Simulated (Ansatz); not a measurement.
GaN: pressure series

The reference is GaN in the wurtzite structure (space group P6_3mc, No. 186; a = 3.1826 Å, c = 5.1853 Å).

Cell and atoms are relaxed at each pressure.

Computed with PBEsol (Ansatz, a quantum-chemistry and plane-wave program), no SOC.

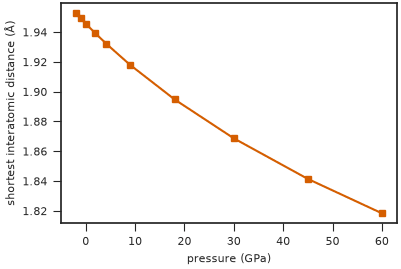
Figure: Shortest interatomic distance against pressure

Q: From the plot, what is the shortest interatomic distance for pressure 45 GPa?

A: About 1.84 Å.

Q: Is the trend monotonic over the range shown?

A: Yes, it falls throughout, spanning 1.818 Å to 1.953 Å.

Load acts through the strain it causes; cell and atoms are relaxed under it. Whether these cells are dynamically stable was not tested. Measured, GaN leaves this structure (for rock salt) near 47 GPa (temperature not stated; as listed in Datta, Sujoy, Jana, Debnarayan, arXiv (2020)), on rising pressure, with hysteresis.
